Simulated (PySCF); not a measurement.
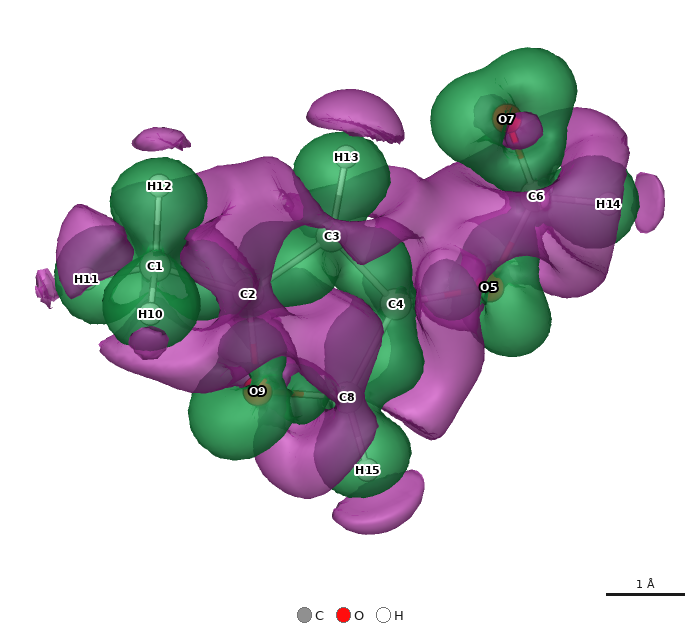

C6H6O3, SMILES `Cc1cc(OC=O)co1`. Deformation density (molecule less spherical, spin-averaged free atoms at the same positions), surfaces at ±0.04 e/Å³; green: gain, purple: loss.

Computed with PySCF, TPSSh/def2-SVPD, geometry: GFN2-xTB. No frequency check shows the geometry to be a minimum.

Coordinates in Å:

```
C1      -2.8578    1.1499   -0.0005
C2      -1.6280    0.3166   -0.0006
C3      -0.3093    0.6637   -0.0022
C4       0.4078   -0.5634   -0.0008
O5       1.7650   -0.8090   -0.0023
C6       2.6538    0.1732   -0.0002
O7       2.4614    1.3517    0.0032
C8      -0.5266   -1.5608    0.0013
O9      -1.7586   -1.0272    0.0016
H10     -3.4609    0.9360    0.8826
H11     -3.4626    0.9338   -0.8780
H12     -2.5867    2.2006   -0.0023
H13      0.1075    1.6482   -0.0046
H14      3.6557   -0.2920   -0.0019
H15     -0.4343   -2.6269    0.0027
```

> How much density has each bond gained at its critical point, relative to the free atoms?

The five largest and four smallest: C6–H14: +0.77 e/Å³ at the bond critical point (bond length 1.10 Å). C8–H15: +0.76 e/Å³ at the bond critical point (bond length 1.07 Å). C3–H13: +0.74 e/Å³ at the bond critical point (bond length 1.07 Å). C1–H12: +0.68 e/Å³ at the bond critical point (bond length 1.08 Å). C4–C8: +0.67 e/Å³ at the bond critical point (bond length 1.37 Å). O5–C6: +0.22 e/Å³ at the bond critical point (bond length 1.32 Å). C8–O9: +0.13 e/Å³ at the bond critical point (bond length 1.34 Å). C2–O9: +0.12 e/Å³ at the bond critical point (bond length 1.35 Å); up to 0.6 Å beside the axis the gain reaches +0.39 e/Å³. C4–O5: +0.07 e/Å³ at the bond critical point (bond length 1.38 Å); up to 0.6 Å beside the axis the gain reaches +0.32 e/Å³. In all, 3.4 electrons gather in the regions of gain relative to the promolecule. A small or negative value marks a very polar bond, one between electron-rich atoms, whose free-atom densities already overlap strongly, a long bond to a heavier atom, or a closed-shell contact such as a hydrogen bond.

> Where do the Hirshfeld charges lie?

The highest Hirshfeld charge is on C6 (+0.18 e), the lowest on O7 (−0.25 e).

```tsv
atom	charge (e)
C1	−0.09
C2	+0.07
C3	−0.09
C4	+0.04
O5	−0.09
C6	+0.18
O7	−0.25
C8	0.00
O9	−0.07
H10	+0.04
H11	+0.04
H12	+0.05
H13	+0.05
H14	+0.06
H15	+0.06
```

Run time: 2.4 min on 1 thread of Intel(R) Xeon(R) Processor @ 2.50GHz (Skylake/Cascade Lake), on a shared host, peak memory 1.1 GiB.
